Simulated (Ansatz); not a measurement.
# CH6BNOSi: one change and its effect

System: CH6BNOSi.
Method of run A: RKS PBE0-D4/def2-TZVPP (Ansatz 0.2.0).

The geometry comes from this level: PBE0-D4/def2-TZVP. Text and figures count atoms from 1; the logs count them from 0 in places.

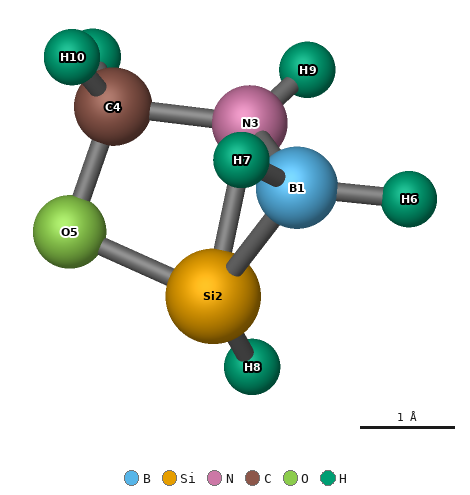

**Figure 1.** The input geometry (ball-and-stick view, seen at a tilt; atoms are numbered from 1 in the order of the input).

**Input, run A**
```yaml
crystal:
  periodic: [false, false, false]
  atoms:
    - {symbol: B, position_ang: [-1.439149, 0.079726, 0.209541]}
    - {symbol: Si, position_ang: [-0.120134, -1.375885, 0.003825]}
    - {symbol: N, position_ang: [0.079648, 0.427513, 0.515346]}
    - {symbol: C, position_ang: [0.999502, 0.520333, -0.633366]}
    - {symbol: O, position_ang: [1.011003, -0.807070, -1.122992]}
    - {symbol: H, position_ang: [-2.061231, -0.009027, 1.230600]}
    - {symbol: H, position_ang: [-1.905897, 0.579231, -0.774102]}
    - {symbol: H, position_ang: [0.525986, -2.375820, 0.904652]}
    - {symbol: H, position_ang: [0.352295, 0.870116, 1.378580]}
    - {symbol: H, position_ang: [0.624909, 1.216108, -1.390747]}
    - {symbol: H, position_ang: [1.998468, 0.817874, -0.300737]}
basis:
  gaussian: {orbitals: def2-TZVPP}
hamiltonian: {xc: pbe0, dispersion: d4}
output: {orbitals: {seedname: orbitals}}
```

Hardware: 4 threads of Arm Neoverse V2, 23 GiB of memory available, shared host.

**Output (run A)**
```
Functional definition: PBE0
  parameter a = 0.25
  parameter kappa = 0.804
  parameter beta = 0.06672455060314922
  exchange = (1 - a)*pbe_x(kappa = kappa, mu = beta*pi^2/3) + a*exact_x
  correlation = pbe_c(beta = beta)
1300 factors; their error is unknown
mean field evaluation 1: about -13209.2478 eV, gradient 6.5e1 eV
mean field evaluation 2: about -13193.0389 eV, gradient 1.1e2 eV
mean field evaluation 4: about -13218.3952 eV, gradient 5.8e0 eV
mean field evaluation 8: about -13218.4763 eV, gradient 4.6e-1 eV
mean field evaluation 16: about -13218.4766 eV, gradient 8.3e-5 eV
mean field -13218.47656090 eV, -485.7700538080 hartree, gradient 8.3e-5 eV, S^2 0.000000; 0 other end points of the search recorded, 0 dependent functions left out
reference -13218.47659440 eV, -485.7700550388 hartree; 23, 23 occupied and 227, 227 virtual orbitals, 1300 factors
Total energy: -13218.68213556 eV, -485.7776085372 hartree
```

The input of run B differs as follows (lines with − go, lines with + come):
```diff
-  gaussian: {orbitals: def2-TZVPP}
+  gaussian: {orbitals: def2-SVP}
```

How does run B compare with run A?

The total energy of run B is 208.1 kcal/mol higher, which measures the change of basis and not a stability. The LUMO goes from −1.20 to −0.99 eV. The basis functions go from 250 to 104.

**Output (run B)**
```
Functional definition: PBE0
  parameter a = 0.25
  parameter kappa = 0.804
  parameter beta = 0.06672455060314922
  exchange = (1 - a)*pbe_x(kappa = kappa, mu = beta*pi^2/3) + a*exact_x
  correlation = pbe_c(beta = beta)
1171 factors; their error is unknown
mean field evaluation 1: about -13202.8238 eV, gradient 5.3e1 eV
mean field evaluation 2: about -13194.5619 eV, gradient 7.9e1 eV
mean field evaluation 4: about -13209.3771 eV, gradient 4.0e0 eV
mean field evaluation 8: about -13209.4516 eV, gradient 2.5e-1 eV
mean field evaluation 16: about -13209.4517 eV, gradient 5.0e-5 eV
mean field -13209.45168191 eV, -485.4383956221 hartree, gradient 5.0e-5 eV, S^2 0.000000; 0 other end points of the search recorded, 0 dependent functions left out
reference -13209.45170816 eV, -485.4383965869 hartree; 23, 23 occupied and 81, 81 virtual orbitals, 1171 factors
Total energy: -13209.65724932 eV, -485.4459500853 hartree
```

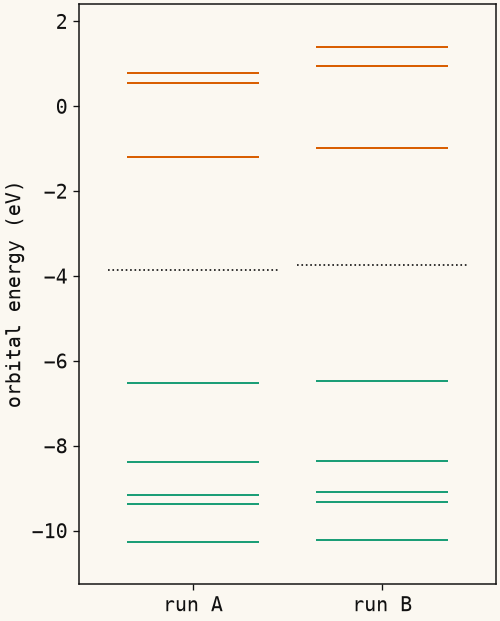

**Figure 2.** The five highest filled and three lowest empty orbital energies of the two runs; the dotted lines part filled from empty levels. The HOMO–LUMO gap is 5.32 eV in run A and 5.49 eV in run B.

**The two runs side by side**

| quantity | run A | run B |
| --- | --- | --- |
| outcome | converged | converged |
| total energy (hartree) | −485.777609 | −485.445950 |
| HOMO (eV) | −6.53 | −6.48 |
| LUMO (eV) | −1.20 | −0.99 |
| basis functions | 250 | 104 |
| wall time (shared host) | 2.2 s | 0.9 s |
